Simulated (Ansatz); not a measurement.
**Single-point calculation of C32H36Si29 (part 1 of 2)**

- system: C32H36Si29 (97 atoms in the cell)
- method: DFT, HSE06, PAW, plane waves (Ansatz 0.2.0)

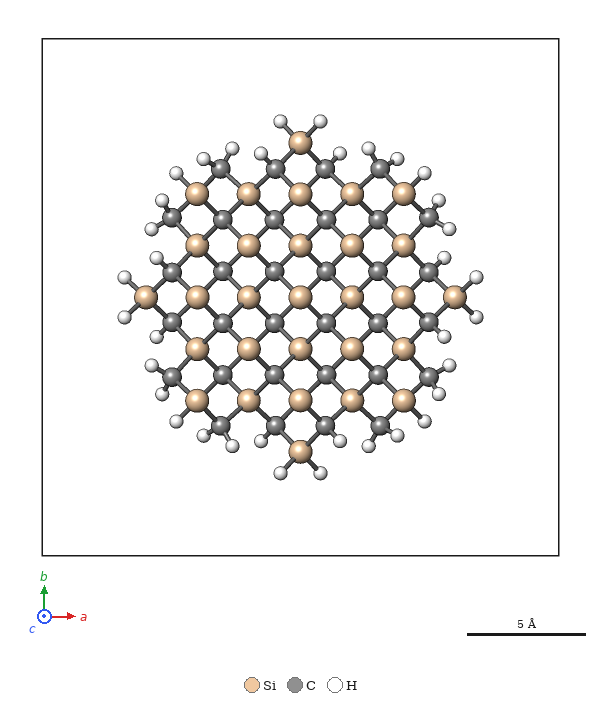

Figure 1. The input geometry (ball-and-stick view of the cell of the calculation, with the vacuum cut short, along the c axis).

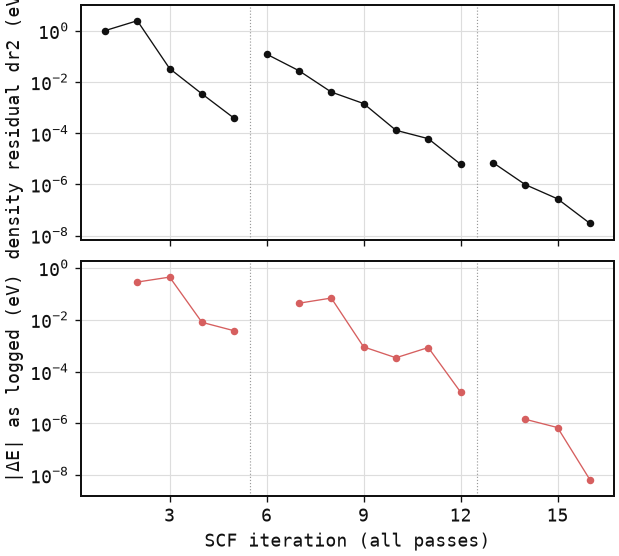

Figure 2. Convergence of the self-consistent field: density residual dr2 and size of the energy change against the SCF iteration. The run starts with a semilocal functional; after that each stretch between dotted lines is one SCF of the hybrid functional between two exact rebuilds of the exchange operator by the outer loop. Early passes are stopped at a loose threshold. The passes take 5, 7 and 4 iterations.

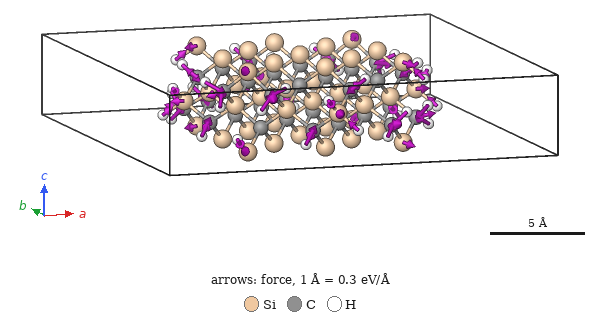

Figure 3. Forces on the atoms as pink arrows (ball-and-stick view of the cell of the calculation, with the vacuum cut short, seen slightly off an axis); the smallest are left out. The largest act on H68, H71, H72, H75, H84, H85 and 2 more (0.44 eV/Å); H67, H70, H73, H76, H83, H86 and 2 more (0.41 eV/Å); H66, H69, H74, H77, H82, H87 and 2 more (0.38 eV/Å); C32, C36, C39, C43, C46, C53 and 2 more (0.33 eV/Å), among others. Atoms are counted from 1 in the order of the input and aren't labelled in the picture. The geometry is not a stationary point of this energy.

The input that produced these results follows, with the program's output.

Input file
```yaml
crystal:
  lattice:
    - [24.200000, 0.000000, 0.000000]
    - [0.000000, 24.200000, 0.000000]
    - [0.000000, 0.000000, 4.356853]
  atoms:
    - { symbol: Si, position: [0.318964, 0.318769, 0.989643] }
    - { symbol: Si, position: [0.319618, 0.499865, 0.999386] }
    - { symbol: Si, position: [0.318833, 0.680961, 0.009094] }
    - { symbol: Si, position: [0.500087, 0.319535, 0.999427] }
    - { symbol: Si, position: [0.500014, 0.499930, 0.999384] }
    - { symbol: Si, position: [0.499951, 0.680332, 0.999386] }
    - { symbol: Si, position: [0.681191, 0.318896, 0.009112] }
    - { symbol: Si, position: [0.680416, 0.499996, 0.999385] }
    - { symbol: Si, position: [0.681065, 0.681097, 0.989625] }
    - { symbol: Si, position: [0.409511, 0.409358, 0.996956] }
    - { symbol: Si, position: [0.409442, 0.590436, 0.001805] }
    - { symbol: Si, position: [0.590588, 0.409428, 0.001820] }
    - { symbol: Si, position: [0.590519, 0.590500, 0.996929] }
    - { symbol: Si, position: [0.229421, 0.499832, 0.499363] }
    - { symbol: Si, position: [0.409352, 0.319039, 0.494816] }
    - { symbol: Si, position: [0.409433, 0.499897, 0.499378] }
    - { symbol: Si, position: [0.409217, 0.680760, 0.503949] }
    - { symbol: Si, position: [0.590817, 0.319108, 0.503987] }
    - { symbol: Si, position: [0.590600, 0.499964, 0.499373] }
    - { symbol: Si, position: [0.590683, 0.680820, 0.494765] }
    - { symbol: Si, position: [0.770614, 0.500044, 0.499410] }
    - { symbol: Si, position: [0.319194, 0.409137, 0.494804] }
    - { symbol: Si, position: [0.319120, 0.590593, 0.503984] }
    - { symbol: Si, position: [0.500123, 0.229340, 0.499467] }
    - { symbol: Si, position: [0.500051, 0.409347, 0.499405] }
    - { symbol: Si, position: [0.499982, 0.590517, 0.499372] }
    - { symbol: Si, position: [0.499922, 0.770520, 0.499448] }
    - { symbol: Si, position: [0.680915, 0.409271, 0.503980] }
    - { symbol: Si, position: [0.680842, 0.590725, 0.494770] }
    - { symbol: C, position: [0.364010, 0.363828, 0.242461] }
    - { symbol: C, position: [0.364171, 0.545457, 0.250669] }
    - { symbol: C, position: [0.360186, 0.725017, 0.277359] }
    - { symbol: C, position: [0.545643, 0.364127, 0.250687] }
    - { symbol: C, position: [0.545336, 0.545287, 0.249001] }
    - { symbol: C, position: [0.543494, 0.724857, 0.256490] }
    - { symbol: C, position: [0.725213, 0.360282, 0.277366] }
    - { symbol: C, position: [0.724911, 0.543576, 0.256454] }
    - { symbol: C, position: [0.275128, 0.456288, 0.256512] }
    - { symbol: C, position: [0.274816, 0.639588, 0.277440] }
    - { symbol: C, position: [0.456544, 0.275008, 0.256556] }
    - { symbol: C, position: [0.454695, 0.454576, 0.249018] }
    - { symbol: C, position: [0.454390, 0.635744, 0.250650] }
    - { symbol: C, position: [0.639850, 0.274848, 0.277463] }
    - { symbol: C, position: [0.635862, 0.454409, 0.250657] }
    - { symbol: C, position: [0.636019, 0.636033, 0.242419] }
    - { symbol: C, position: [0.274916, 0.360122, 0.721342] }
    - { symbol: C, position: [0.275087, 0.543412, 0.742288] }
    - { symbol: C, position: [0.454490, 0.364086, 0.748125] }
    - { symbol: C, position: [0.454662, 0.545254, 0.749756] }
    - { symbol: C, position: [0.456367, 0.724819, 0.742268] }
    - { symbol: C, position: [0.636123, 0.363934, 0.756316] }
    - { symbol: C, position: [0.635828, 0.545555, 0.748086] }
    - { symbol: C, position: [0.639683, 0.725114, 0.721320] }
    - { symbol: C, position: [0.360354, 0.274746, 0.721386] }
    - { symbol: C, position: [0.364206, 0.454308, 0.748115] }
    - { symbol: C, position: [0.363910, 0.635936, 0.756300] }
    - { symbol: C, position: [0.543666, 0.275044, 0.742330] }
    - { symbol: C, position: [0.545371, 0.454613, 0.749764] }
    - { symbol: C, position: [0.545539, 0.635777, 0.748087] }
    - { symbol: C, position: [0.724946, 0.456460, 0.742270] }
    - { symbol: C, position: [0.725108, 0.639756, 0.721259] }
    - { symbol: H, position: [0.282574, 0.282343, 0.184010] }
    - { symbol: H, position: [0.282410, 0.717357, 0.814757] }
    - { symbol: H, position: [0.717610, 0.282490, 0.814812] }
    - { symbol: H, position: [0.717459, 0.717514, 0.184000] }
    - { symbol: H, position: [0.330221, 0.742246, 0.443559] }
    - { symbol: H, position: [0.380492, 0.760612, 0.168885] }
    - { symbol: H, position: [0.569096, 0.751963, 0.111417] }
    - { symbol: H, position: [0.742468, 0.330323, 0.443521] }
    - { symbol: H, position: [0.760800, 0.380611, 0.168946] }
    - { symbol: H, position: [0.751979, 0.569206, 0.111315] }
    - { symbol: H, position: [0.248062, 0.430650, 0.111405] }
    - { symbol: H, position: [0.239207, 0.619259, 0.169237] }
    - { symbol: H, position: [0.257605, 0.669561, 0.443657] }
    - { symbol: H, position: [0.430951, 0.247909, 0.111397] }
    - { symbol: H, position: [0.619569, 0.239213, 0.169248] }
    - { symbol: H, position: [0.669840, 0.257670, 0.443695] }
    - { symbol: H, position: [0.191787, 0.534807, 0.304467] }
    - { symbol: H, position: [0.191798, 0.464830, 0.694184] }
    - { symbol: H, position: [0.808270, 0.465065, 0.304640] }
    - { symbol: H, position: [0.808208, 0.535072, 0.694282] }
    - { symbol: H, position: [0.257704, 0.330155, 0.555081] }
    - { symbol: H, position: [0.239309, 0.380436, 0.829656] }
    - { symbol: H, position: [0.248001, 0.569024, 0.887419] }
    - { symbol: H, position: [0.430751, 0.751896, 0.887431] }
    - { symbol: H, position: [0.619346, 0.760703, 0.829682] }
    - { symbol: H, position: [0.669642, 0.742355, 0.555116] }
    - { symbol: H, position: [0.535127, 0.191724, 0.304611] }
    - { symbol: H, position: [0.465131, 0.191707, 0.694287] }
    - { symbol: H, position: [0.464917, 0.808155, 0.304706] }
    - { symbol: H, position: [0.534916, 0.808130, 0.694392] }
    - { symbol: H, position: [0.330409, 0.257486, 0.555171] }
    - { symbol: H, position: [0.380689, 0.239173, 0.829923] }
    - { symbol: H, position: [0.569302, 0.247983, 0.887485] }
    - { symbol: H, position: [0.752043, 0.430856, 0.887392] }
    - { symbol: H, position: [0.760745, 0.619466, 0.829407] }
    - { symbol: H, position: [0.742276, 0.669740, 0.554956] }
kpoints:
  mp_grid: { grid: [1, 1, 4] }
hamiltonian:
  xc: hse06
scf:
  occupations: { method: fermi_dirac, width: 0.01 }
output:
  forces: true
  eigenvalues: true
  populations: true
  eigenstates: { kpoints: [[0, 0, 0]], e_range: [-4.0, 4.0], localisation: true }
```

Log
```
Pseudopotentials: kind: paw
Functional definition: HSE06
  parameter a = 0.25
  parameter omega = 0.11/bohr
  exchange = pbe_x - a*pbe_x_sr(omega) + a*exact_x_sr(omega)
  correlation = pbe_c
Crystal: 97 atoms, lattice volume = 2551.547 Å³
Basis set: ecut = 420 eV, 49839 PW (Γ), exchange–correlation on 324×324×60 points (8 copies of the dense FFT grid, shifted against one another)
Bands: 237, of which v1, the nominal top of the filled ones, is band 140 counted from 1 (139 counted from 0)
Symmetry: 1 space group operations
Space group: P1 (ITA 1), of the structure as read, at distance tolerance 1.4e-4 Å
k-points: 3 of 4 (time reversal used)
Non-local potential: Si, projectors of the file, l = 0: 2, l = 1: 2, l = 2: 2
Non-local potential: C, projectors of the file, l = 0: 2, l = 1: 2, l = 2: 1
Non-local potential: H, projectors of the file, l = 0: 2, l = 1: 1
PAW form: soft (Blöchl's): semilocal exchange-correlation on the pseudo side does not see the compensation charge
PAW frozen core: Si, regenerated for the run's functional, and the local potential with it (the file was generated under x = pbe(κ = 0.804, μ = 0.2195149727645171), c = pbe(β = 0.06672455060314922))
PAW frozen core: C, regenerated for the run's functional, and the local potential with it (the file was generated under x = pbe(κ = 0.804, μ = 0.2195149727645171), c = pbe(β = 0.06672455060314922))
PAW one-centre angular grid: Si, 110 points (default); XC on 64 Gauss nodes
PAW one-centre angular grid: C, 110 points (default); XC on 64 Gauss nodes
PAW one-centre angular grid: H, 110 points (default); XC on 64 Gauss nodes
Initial density: superposition of atomic densities (neutral atoms: chi_scale 0, normalization atom), corrected by the library's trained network
Initial wavefunctions: pseudopotential atomic-orbital guess
Functional: x = pbe(κ = 0.804, μ = 0.2195149727645171), c = pbe(β = 0.06672455060314922), warm-up for x = pbe(κ = 0.804, μ = 0.2195149727645171) + 0.25 (exact − pbe) at short range (hse, ω = 0.20786987370883472 Å⁻¹), c = pbe(β = 0.06672455060314922); HSE06 as pw.x's `hse` composes it (authors' and Libxc's form: `xc: wpbeh`)
SCF iter   1: F=—  HF=-27054.037086 eV  |F-HF|=—  |Δ(HF+E_count)|=         —  Δρ=2.68e-3  dr2=1.02e0  ethr=1.77e-3  ⟨swp⟩=14.3  Hψ=4794  notcnv=0
preconditioner: auto → none  [insulator: Δε(μ)=2.666 eV  Ē_g=11.832 eV  σ=0.010 eV  W_gap=1.00  n_scr=306 (ndim 8)  ℏωp=12.3 eV  f_vac=0.622  D(μ)=0.00/eV (n_scr^D=0)]
SCF iter   2: F=—  HF=-27054.322939 eV  |F-HF|=—  |Δ(HF+E_count)|=   2.86e-1  Δρ=2.96e-3  dr2=2.49e0  ethr=3.64e-4  ⟨swp⟩=8.3  Hψ=2708  notcnv=0  recentre
iter 3 solved again at ethr=1.19e-5 eV; its pass at ethr=3.64e-4 eV (dr2=3.32e-2 eV) is discarded
SCF iter   3: F=—  HF=-27053.878462 eV  |F-HF|=—  |Δ(HF+E_count)|=   4.44e-1  Δρ=8.60e-4  dr2=3.35e-2  ethr=1.19e-5  ⟨swp⟩=5.0  Hψ=3931  notcnv=0
SCF iter   4: F=—  HF=-27053.886424 eV  |F-HF|=—  |Δ(HF+E_count)|=   7.96e-3  Δρ=3.82e-4  dr2=3.44e-3  ethr=1.19e-5  ⟨swp⟩=10.0  Hψ=2389  notcnv=0  defer=3
SCF iter   5: F=-27053.891072 eV  HF=-27053.890179 eV  |F-HF|=8.94e-4  |Δ(HF+E_count)|=   3.75e-3  Δρ=1.46e-4  dr2=3.80e-4  ethr=1.23e-6  ⟨swp⟩=10.7  Hψ=2607  notcnv=0  defer=1
SCF 1 stopped early in 5 iterations: F = -27053.891072 eV  dr2 = 3.80e-4
  greatest PAW one-centre occupation: 0.652 electrons in one spin orbital (limit 2), on the C atom at site 35 (counted from 0), in its partial waves of l = 0
Initial density: handed on by an earlier stage of this run
Initial wavefunctions: those handed on with the density
Functional: x = pbe(κ = 0.804, μ = 0.2195149727645171) + 0.25 (exact − pbe) at short range (hse, ω = 0.20786987370883472 Å⁻¹), c = pbe(β = 0.06672455060314922); HSE06 as pw.x's `hse` composes it (authors' and Libxc's form: `xc: wpbeh`)
Exchange kernel: α = 0.2500, screened, ω = 0.2079 Å⁻¹, Wigner–Seitz truncation, v(0) = 1044.8000 eV·Å³, q-mesh 1×1×4, nearest image of the exchange supercell L = 17.43 Å, pair-density grid 120×120×24, without the augmentation charges, whose exchange is taken in its separable form by FFT convolution over the k-point mesh (sized by the pseudopotential files, 162×162×30 at the most), smooth part of t
Frozen-core exchange: fock
SCF iter   1: F=—  HF=-27073.442179 eV  |F-HF|=—  |Δ(HF+E_count)|=         —  Δρ=2.89e-3  dr2=1.23e-1  ethr=1.36e-6  ⟨swp⟩=18.7  Hψ=4910  notcnv=8
preconditioner: auto → none  [insulator: Δε(μ)=3.617 eV  Ē_g=13.574 eV  σ=0.010 eV  W_gap=1.00  n_scr=306 (ndim 8)  ℏωp=12.3 eV  f_vac=0.623  D(μ)=0.00/eV (n_scr^D=0)]
SCF iter   2: F=—  HF=-27073.398574 eV  |F-HF|=—  |Δ(HF+E_count)|=   4.36e-2  Δρ=1.32e-3  dr2=2.77e-2  ethr=1.36e-6  ⟨swp⟩=12.7  Hψ=3122  notcnv=0  defer=3
SCF iter   3: F=—  HF=-27073.467473 eV  |F-HF|=—  |Δ(HF+E_count)|=   6.89e-2  Δρ=3.83e-4  dr2=4.06e-3  ethr=1.36e-6  ⟨swp⟩=12.0  Hψ=2914  notcnv=0  defer=4
SCF iter   4: F=—  HF=-27073.466576 eV  |F-HF|=—  |Δ(HF+E_count)|=   8.97e-4  Δρ=1.58e-4  dr2=1.44e-3  ethr=1.36e-6  ⟨swp⟩=6.3  Hψ=1726  notcnv=0
SCF iter   5: F=—  HF=-27073.466234 eV  |F-HF|=—  |Δ(HF+E_count)|=   3.41e-4  Δρ=3.24e-5  dr2=1.30e-4  ethr=4.27e-7  ⟨swp⟩=6.7  Hψ=1964  notcnv=0
SCF iter   6: F=—  HF=-27073.467081 eV  |F-HF|=—  |Δ(HF+E_count)|=   8.47e-4  Δρ=4.97e-5  dr2=6.10e-5  ethr=1.65e-8  ⟨swp⟩=8.0  Hψ=2164  notcnv=0  defer=4
SCF iter   7: F=-27073.467062 eV  HF=-27073.467065 eV  |F-HF|=3.06e-6  |Δ(HF+E_count)|=   1.61e-5  Δρ=1.15e-5  dr2=6.11e-6  ethr=1.65e-8  ⟨swp⟩=8.7  Hψ=1700  notcnv=0  defer=2
SCF 2 stopped early in 7 iterations: F = -27073.467062 eV  dr2 = 6.11e-6
  Residual-converged pass: ⟨swp⟩=4.7  Hψ=1946  notcnv=0  max |occ|·‖R‖ = 6.6e-6 eV (tolerance 6.7e-6 eV)  dr2=5.78e-6  dr2_onsite=3.78e-8  max |Δocc| = 0.0e0
  greatest PAW one-centre occupation: 0.654 electrons in one spin orbital (limit 2), on the C atom at site 35 (counted from 0), in its partial waves of l = 0
hybrid outer 1: dexx = +8.402e-2 eV, tail = 9.65e-5 eV
SCF iter   1: F=—  HF=-27073.466714 eV  |F-HF|=—  |Δ(HF+E_count)|=         —  Δρ=1.55e-5  dr2=7.11e-6  ethr=1.72e-7  ⟨swp⟩=14.7  Hψ=2511  notcnv=1
preconditioner: auto → none  [insulator: Δε(μ)=3.649 eV  Ē_g=13.574 eV  σ=0.010 eV  W_gap=1.00  n_scr=306 (ndim 8)  ℏωp=12.3 eV  f_vac=0.624  D(μ)=0.00/eV (n_scr^D=0)]
SCF iter   2: F=—  HF=-27073.466713 eV  |F-HF|=—  |Δ(HF+E_count)|=   1.44e-6  Δρ=5.14e-6  dr2=9.77e-7  ethr=2.22e-9  ⟨swp⟩=7.7  Hψ=2119  notcnv=0  defer=1
SCF iter   3: F=—  HF=-27073.466714 eV  |F-HF|=—  |Δ(HF+E_count)|=   6.88e-7  Δρ=3.30e-6  dr2=2.71e-7  ethr=3.21e-10  ⟨swp⟩=10.0  Hψ=2334  notcnv=0  defer=4
SCF iter   4: F=-27073.466714 eV  HF=-27073.466714 eV  |F-HF|=8.03e-9  |Δ(HF+E_count)|=   6.67e-9  Δρ=1.46e-6  dr2=2.99e-8  ethr=9.04e-11  ⟨swp⟩=8.0  Hψ=1758  notcnv=0  defer=1
SCF 3 converged in 4 iterations: F = -27073.466714 eV  dr2 = 2.99e-8
  Residual-converged pass: ⟨swp⟩=3.0  Hψ=1477  notcnv=0  max |occ|·‖R‖ = 2.6e-6 eV (tolerance 3.1e-6 eV)  dr2=3.02e-8  dr2_onsite=1.05e-9  max |Δocc| = 0.0e0
hybrid outer 2: dexx = +1.094e-6 eV, tail = 8.29e-8 eV, Δε = 1.02e-3 eV (about 3.21e-5 eV left of the loop's levels), ΔF = 2.92e-3 eV/Å (tail 4.35e-4)
NSCF: frozen V_eff on 1 k-points
hybrid SCF converged: 2 outer / 11 inner (+5 warm-up), last move |dexx| = 1.09e-6 eV, tail = 8.29e-8 eV
Stability not checked: this state was not tested for a lower state beside it, because the functional holds exact exchange (a hybrid, or Hartree-Fock), whose exchange loop this test does not read (fock_operator; see scf.lower_state_search)
Free energy (F): -27073.466714 eV
Harris-Foulkes:  -27073.466714 eV  (|F-HF|=8.03e-9)
Internal energy: -27073.466714 eV  (E = F + TS)
E sigma→0 (E₀):  -27073.466714 eV
Fermi energy:    -0.417757 eV
--- Per-component energies (eV) ---
  E_band       = -2316.987751
  E_kinetic    = 4688.884818
  E_local      = -147534.127580  (includes V_loc(G=0)·N_el)
  E_nonlocal   = 1612.541022
  E_hartree    = 71662.118471
  E_xc         = -2858.607977
  E_vxc        = -3030.644461  (∫ρ·V_xc dr)
  E_exx        = -533.704535  (= α·E_x^exact, valence–valence)
  E_paw        = -18211.499722  (= ΣΔE_a)
  E_vpaw       = -310.434962  (= ΣTr[D̂ρ^β])
  E_aug_tail   = -0.046591  (compensation charges beyond the density's cutoff)
  E_ewald      = 64103.240726
  E_core_change = -2.265358  (= ΣΔE_core)
  E_smearing   = -0.000000  (= −TS)
  E_closure    = 0.000011  (closes the sum)
  Σ components = -27073.466714   (vs F -27073.466714, Δ=3.64e-12)
```
